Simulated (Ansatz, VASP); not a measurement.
## Cross-check of Pd (linear Pd chain, spacing 2.395 A) between VASP and Ansatz

Aim: how closely do two programs agree when they are given the same cell, functional and k mesh?

Program: Ansatz 0.2.0. Level of theory: plane waves, with VASP 6.6.1 beside it; single point at LDA, DFT+U. Results are calculated unless marked as measured.

## Step 1: Starting point

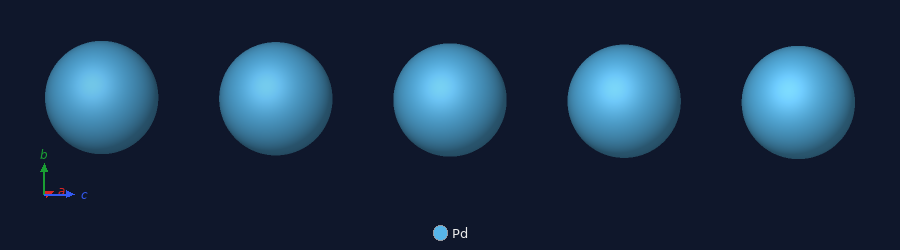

The cell as given, from the side, with the c axis across the page (palladium blue). 1×1×2 cells are drawn. Some periodic images of atoms are drawn too.

The cell holds 2 atoms: 2 Pd. Its edges and angles: a = 12.000 Å, b = 12.000 Å, c = 4.790 Å, α = 90.0°, β = 90.0°, γ = 90.0°. It derives from Pd (linear Pd chain, spacing 2.395 A), repeated 1×1×2. Model lattice. Vacuum lies along a and b. The structure's axis is c.

## Step 2: VASP: single point, LDA, DFT+U

A single point gives forces, pressure and levels at one fixed geometry, so differences don't come from the geometry; what else differs is listed under the comparison.

Lines of VASP's logs that name or quote its potential files are left out, and so is its time.

INCAR

```
SYSTEM = Pd
PREC = Normal
ENCUT = 350
EDIFF = 1E-06
NELM = 150
ISMEAR = 1
SIGMA = 0.1
LREAL = .FALSE.
ALGO = Normal
GGA = CA
NBANDS = 19
ISPIN = 2
MAGMOM = 1 1
LDAU = .TRUE.
LDAUTYPE = 2
LDAUL = 2
LDAUU = 2
LDAUJ = 0
LDAUPRINT = 1
LASPH = .TRUE.
LMAXMIX = 4
LORBIT = 11
LWAVE = .FALSE.
LCHARG = .TRUE.
NCORE = 2
AMIX = 0.2
BMIX = 1E-04
AMIX_MAG = 0.8
BMIX_MAG = 1E-04
```

POSCAR

```
Pd
1.0
   12.0000000000      0.0000000000      0.0000000000
    0.0000000000     12.0000000000      0.0000000000
    0.0000000000      0.0000000000      4.7900000000
Pd
2
Direct
    0.5000000000      0.5000000000      0.0000000000
    0.5000000000      0.5000000000      0.5000000000
```

KPOINTS

```
Automatic mesh
0
Gamma
1 1 9
0 0 0
```

The projector-augmented-wave data sets are Pd (LDA family, release 64).

On the command line:

```sh
$ mpirun -np 2 vasp_std
```

Numbers of over 12 decimals in the logs are rounded to 6 here.

The log of the run:

```text
[banner, memory and clock lines left out]
running    2 mpi-ranks, on    1 nodes
 distrk:  each k-point on    2 cores,    1 groups
 distr:  one band on    2 cores,    1 groups

 POSCAR found type information on POSCAR Pd
 POSCAR found :  1 types and       2 ions
 LDA part: xc-table for (Slater(with rela. corr.)+CA(PZ))
 , standard interpolation
 POSCAR, INCAR and KPOINTS ok, starting setup
 FFT: planning ... GRIDC
 FFT: planning ... GRID_SOFT
 FFT: planning ... GRID
 WAVECAR not read
 entering main loop
       N       E                     dE             d eps       ncg     rms          rms(c)
DAV:   1     0.152319466636E+03    0.15232E+03   -0.37539E+03   380   0.480E+02
DAV:   2     0.170151023966E+02   -0.13530E+03   -0.12410E+03   733   0.876E+01
DAV:   3    -0.410826795093E+01   -0.21123E+02   -0.19928E+02   427   0.563E+01
DAV:   4    -0.436633879373E+01   -0.25807E+00   -0.25786E+00   425   0.822E+00
DAV:   5    -0.437344238015E+01   -0.71036E-02   -0.71034E-02   427   0.132E+00    0.691E+00
DAV:   6    -0.441130992615E+01   -0.37868E-01   -0.96638E-02   398   0.176E+00    0.504E+00
DAV:   7    -0.438408932358E+01    0.27221E-01   -0.10590E-01   395   0.150E+00    0.297E+00
DAV:   8    -0.437956016443E+01    0.45292E-02   -0.28917E-02   389   0.111E+00    0.642E-01
DAV:   9    -0.437915822788E+01    0.40194E-03   -0.65620E-03   397   0.474E-01    0.309E-01
DAV:  10    -0.438038298235E+01   -0.12248E-02   -0.10885E-03   392   0.220E-01    0.190E-01
DAV:  11    -0.438047411722E+01   -0.91135E-04   -0.18476E-03   398   0.274E-01    0.114E-01
DAV:  12    -0.438053598172E+01   -0.61864E-04   -0.12610E-04   389   0.583E-02    0.396E-02
DAV:  13    -0.438053707466E+01   -0.10929E-05   -0.59294E-05   389   0.394E-02    0.130E-02
DAV:  14    -0.438053672573E+01    0.34893E-06   -0.50130E-06   401   0.137E-02
   1 F= -.43805367E+01 E0= -.43799188E+01  d E =-.185388E-02  mag=     1.3974
```

From OUTCAR (step 2):

```text
ion  position               nearest neighbor table
   1  0.500  0.500  0.000-   2 2.40   2 2.40
   2  0.500  0.500  0.500-   1 2.40   1 2.40

  LATTYP: Found a simple tetragonal cell.
 ALAT       =    12.0000000000
 C/A-ratio  =     0.3991666667

 Subroutine GETGRP returns: Found 16 space group operations
 (whereof 16 operations were pure point group operations)

The static configuration has the point symmetry D_4h.

 Found      5 irreducible k-points:

   k-points           NKPTS =      5   k-points in BZ     NKDIM =      5   number of bands    NBANDS=     19

   dimension x,y,z NGX =    56 NGY =   56 NGZ =   24
   dimension x,y,z NGXF=   112 NGYF=  112 NGZF=   48

   ENCUT  =  350.0 eV  25.72 Ry    5.07 a.u.  18.31 18.31  7.31*2*pi/ulx,y,z

   NELECT =      20.0000    total number of electrons

 k-points in reciprocal lattice and weights: Automatic mesh
   0.00000000  0.00000000  0.00000000       0.111
   0.00000000  0.00000000  0.11111111       0.222
   0.00000000  0.00000000  0.22222222       0.222
   0.00000000  0.00000000  0.33333333       0.222
   0.00000000  0.00000000  0.44444444       0.222

atom =   1  type =  1  l = 2

 onsite density matrix

spin component  1

  0.9472  0.0000  0.0000  0.0000 -0.0000
  0.0000  0.9449 -0.0000 -0.0000 -0.0000
  0.0000 -0.0000  0.9507 -0.0000  0.0000
  0.0000 -0.0000 -0.0000  0.9449  0.0000
 -0.0000 -0.0000  0.0000  0.0000  0.9473

spin component  2

  0.9455 -0.0000 -0.0000 -0.0000  0.0000
 -0.0000  0.7628  0.0000  0.0000  0.0000
 -0.0000  0.0000  0.6990  0.0000  0.0000
 -0.0000  0.0000  0.0000  0.7628 -0.0000
  0.0000  0.0000  0.0000 -0.0000  0.9456

 occupancies and eigenvectors

  o =  0.6990  v =  0.0000  0.0000  0.0000  0.0000  0.0000  0.0000 -0.0000  1.0000 -0.0000 -0.0000      0.0000  0.0000  0.0000  0.0000  0.0000  0.0000  0.0000  0.0000  0.0000  0.0000
  o =  0.7628  v =  0.0000  0.0000  0.0000  0.0000  0.0000  0.0000 -0.2046 -0.0000 -0.9789 -0.0000      0.0000  0.0000  0.0000  0.0000  0.0000  0.0000  0.0000  0.0000  0.0000  0.0000
  o =  0.7628  v =  0.0000  0.0000  0.0000  0.0000  0.0000  0.0000 -0.9789 -0.0000  0.2046 -0.0000      0.0000  0.0000  0.0000  0.0000  0.0000  0.0000  0.0000  0.0000  0.0000  0.0000
  o =  0.9449  v =  0.0000  0.4199  0.0000 -0.9076  0.0000  0.0000  0.0000  0.0000  0.0000  0.0000      0.0000  0.0000  0.0000  0.0000  0.0000  0.0000  0.0000  0.0000  0.0000  0.0000
  o =  0.9449  v =  0.0000 -0.9076  0.0000 -0.4199  0.0000  0.0000  0.0000  0.0000  0.0000  0.0000      0.0000  0.0000  0.0000  0.0000  0.0000  0.0000  0.0000  0.0000  0.0000  0.0000
  o =  0.9455  v =  0.0000  0.0000  0.0000  0.0000  0.0000  1.0000  0.0000  0.0000  0.0000  0.0000      0.0000  0.0000  0.0000  0.0000  0.0000  0.0000  0.0000  0.0000  0.0000  0.0000
  o =  0.9456  v =  0.0000  0.0000  0.0000  0.0000  0.0000  0.0000  0.0000 -0.0000  0.0000 -1.0000      0.0000  0.0000  0.0000  0.0000  0.0000  0.0000  0.0000  0.0000  0.0000  0.0000
  o =  0.9472  v =  1.0000  0.0000  0.0000  0.0000  0.0000  0.0000  0.0000  0.0000  0.0000  0.0000      0.0000  0.0000  0.0000  0.0000  0.0000  0.0000  0.0000  0.0000  0.0000  0.0000
  o =  0.9473  v =  0.0000  0.0000 -0.0000  0.0000  1.0000  0.0000  0.0000  0.0000  0.0000  0.0000      0.0000  0.0000  0.0000  0.0000  0.0000  0.0000  0.0000  0.0000  0.0000  0.0000
  o =  0.9507  v =  0.0000  0.0000  1.0000  0.0000  0.0000  0.0000  0.0000  0.0000  0.0000  0.0000      0.0000  0.0000  0.0000  0.0000  0.0000  0.0000  0.0000  0.0000  0.0000  0.0000

atom =   2  type =  1  l = 2

 onsite density matrix

spin component  1

  0.9472 -0.0000  0.0000  0.0000  0.0000
 -0.0000  0.9449  0.0000 -0.0000 -0.0000
  0.0000  0.0000  0.9507  0.0000 -0.0000
  0.0000 -0.0000  0.0000  0.9449  0.0000
  0.0000 -0.0000 -0.0000  0.0000  0.9473

spin component  2

  0.9455 -0.0000  0.0000 -0.0000 -0.0000
 -0.0000  0.7628  0.0000 -0.0000  0.0000
  0.0000  0.0000  0.6990 -0.0000  0.0000
 -0.0000 -0.0000 -0.0000  0.7628 -0.0000
 -0.0000  0.0000  0.0000 -0.0000  0.9456

 occupancies and eigenvectors

  o =  0.6990  v =  0.0000  0.0000  0.0000  0.0000  0.0000  0.0000 -0.0000 -1.0000  0.0000  0.0000      0.0000  0.0000  0.0000  0.0000  0.0000  0.0000  0.0000  0.0000  0.0000  0.0000
  o =  0.7628  v =  0.0000  0.0000  0.0000  0.0000  0.0000  0.0000 -0.7212  0.0000  0.6927  0.0000      0.0000  0.0000  0.0000  0.0000  0.0000  0.0000  0.0000  0.0000  0.0000  0.0000
  o =  0.7628  v =  0.0000  0.0000  0.0000  0.0000  0.0000  0.0000  0.6927  0.0000  0.7212 -0.0000      0.0000  0.0000  0.0000  0.0000  0.0000  0.0000  0.0000  0.0000  0.0000  0.0000
  o =  0.9449  v =  0.0000  0.8214  0.0000  0.5704 -0.0000  0.0000  0.0000  0.0000  0.0000  0.0000      0.0000  0.0000  0.0000  0.0000  0.0000  0.0000  0.0000  0.0000  0.0000  0.0000
  o =  0.9449  v =  0.0000 -0.5704 -0.0000  0.8214  0.0000  0.0000  0.0000  0.0000  0.0000  0.0000      0.0000  0.0000  0.0000  0.0000  0.0000  0.0000  0.0000  0.0000  0.0000  0.0000
  o =  0.9455  v =  0.0000  0.0000  0.0000  0.0000  0.0000  1.0000  0.0000  0.0000  0.0000  0.0000      0.0000  0.0000  0.0000  0.0000  0.0000  0.0000  0.0000  0.0000  0.0000  0.0000
  o =  0.9456  v =  0.0000  0.0000  0.0000  0.0000  0.0000  0.0000  0.0000  0.0000 -0.0000  1.0000      0.0000  0.0000  0.0000  0.0000  0.0000  0.0000  0.0000  0.0000  0.0000  0.0000
  o =  0.9472  v =  1.0000  0.0000  0.0000  0.0000  0.0000  0.0000  0.0000  0.0000  0.0000  0.0000      0.0000  0.0000  0.0000  0.0000  0.0000  0.0000  0.0000  0.0000  0.0000  0.0000
  o =  0.9473  v =  0.0000 -0.0000  0.0000  0.0000 -1.0000  0.0000  0.0000  0.0000  0.0000  0.0000      0.0000  0.0000  0.0000  0.0000  0.0000  0.0000  0.0000  0.0000  0.0000  0.0000
  o =  0.9507  v =  0.0000  0.0000 -1.0000 -0.0000 -0.0000  0.0000  0.0000  0.0000  0.0000  0.0000      0.0000  0.0000  0.0000  0.0000  0.0000  0.0000  0.0000  0.0000  0.0000  0.0000

 average (electrostatic) potential at core
       1 -84.0704       2 -84.0704

 E-fermi :  -5.0648

 spin component 1
 k-point     1 :       0.0000    0.0000    0.0000
  band No.  band energies     occupation
    ...
      7      -6.1470      1.00000
      8      -5.6840      1.00000
      9      -5.2937      1.00282
     10      -5.2937      1.00282
     11      -5.2519      1.01185
     12      -1.6147      0.00000
     13      -1.6147      0.00000
     14       0.4030      0.00000
     15       0.4101      0.00000
     16       1.1043      0.00000
    ...

 k-point     2 :       0.0000    0.0000    0.1111
  band No.  band energies     occupation
    ...
      7      -6.1716      1.00000
      8      -5.6186      1.00000
      9      -5.4640      1.00000
     10      -5.4640      1.00000
     11      -5.3777      1.00004
     12      -1.4619      0.00000
     13      -1.4619      0.00000
     14      -0.3284      0.00000
     15       0.4828      0.00000
     16       1.1841      0.00000
    ...

 k-point     3 :       0.0000    0.0000    0.2222
  band No.  band energies     occupation
    ...
      7      -6.2417      1.00000
      8      -5.9008      1.00000
      9      -5.9008      1.00000
     10      -5.7566      1.00000
     11      -5.4203      1.00000
     12      -1.6389      0.00000
     13      -1.0585      0.00000
     14      -1.0585      0.00000
     15       0.7221      0.00000
     16       1.4235      0.00000
    ...

 k-point     4 :       0.0000    0.0000    0.3333
  band No.  band energies     occupation
    ...
      7      -6.4709      1.00000
      8      -6.3903      1.00000
      9      -6.3478      1.00000
     10      -6.3477      1.00000
     11      -5.0808      0.63324
     12      -2.8779      0.00000
     13      -0.4876      0.00000
     14      -0.4876      0.00000
     15       1.1212      0.00000
     16       1.8225      0.00000
    ...

 k-point     5 :       0.0000    0.0000    0.4444
  band No.  band energies     occupation
    ...
      6      -7.0712      1.00000
      7      -6.6082      1.00000
      8      -6.6081      1.00000
      9      -6.4755      1.00000
     10      -6.4753      1.00000
     11      -4.5773     -0.00000
     12      -3.8622     -0.00000
     13       0.2105      0.00000
     14       0.2105      0.00000
     15       1.0274      0.00000
    ...

 spin component 2
 k-point     1 :       0.0000    0.0000    0.0000
  band No.  band energies     occupation
    ...
      4      -6.6148      1.00000
      5      -6.6144      1.00000
      6      -5.8325      1.00000
      7      -5.8323      1.00000
      8      -5.4339      1.00000
      9      -4.4666     -0.00000
     10      -4.4666     -0.00000
     11      -4.3637     -0.00000
     12      -1.5320      0.00000
     13      -1.5320      0.00000
    ...

  Total       -0.2800520     -0.2800520     -2.3313632      0.0000000      0.0000000     -0.0000000
  in kB       -0.6505059     -0.6505059     -5.4153000      0.0000000      0.0000000     -0.0000000
  external PRESSURE =      -2.2387706 kB  Pullay stress =       0.0000000 kB

  energy-cutoff  :      350.00
  volume of cell :      689.76
      direct lattice vectors                 reciprocal lattice vectors
    12.000000000  0.000000000  0.000000000     0.083333333  0.000000000  0.000000000
     0.000000000 12.000000000  0.000000000     0.000000000  0.083333333  0.000000000
     0.000000000  0.000000000  4.790000000     0.000000000  0.000000000  0.208768267

 POSITION                                       TOTAL-FORCE (eV/Angst)
 -----------------------------------------------------------------------------------
      6.00000      6.00000      0.00000         0.000000     -0.000000      0.000000
      6.00000      6.00000      2.39500        -0.000000      0.000000      0.000000
 -----------------------------------------------------------------------------------
    total drift:                                0.000000      0.000000      0.000000

  FREE ENERGIE OF THE ION-ELECTRON SYSTEM (eV)
  ---------------------------------------------------
  free  energy   TOTEN  =        -4.3805367257 eV

  energy  without entropy=       -4.3786828424  energy(sigma->0) =       -4.37991876

 total charge
# of ion       s       p       d       tot
------------------------------------------
    1        0.395   0.143   8.808   9.346
    2        0.395   0.143   8.808   9.346
--------------------------------------------------
tot          0.789   0.286  17.616  18.691

 magnetization (x)
# of ion       s       p       d       tot
------------------------------------------
    1        0.055   0.001   0.618   0.675
    2        0.055   0.001   0.618   0.675
--------------------------------------------------
tot          0.111   0.002   1.236   1.349

[... 4 further parts left out ...]
```

(Continued in part 2 of 2.)

[Lines on the potential files, build, host, timing and source positions are cut from VASP's logs without a mark.]

[Logs are printed without paths, hosts, clocks, repeated set-up lines and the standing remarks that a program may print on its own settings, such as how far it seeks lower states.]

[Hosts, paths, dates, database ids (printed as entryN), source tags and the programs' standing remarks are cut or masked in the printed files.]
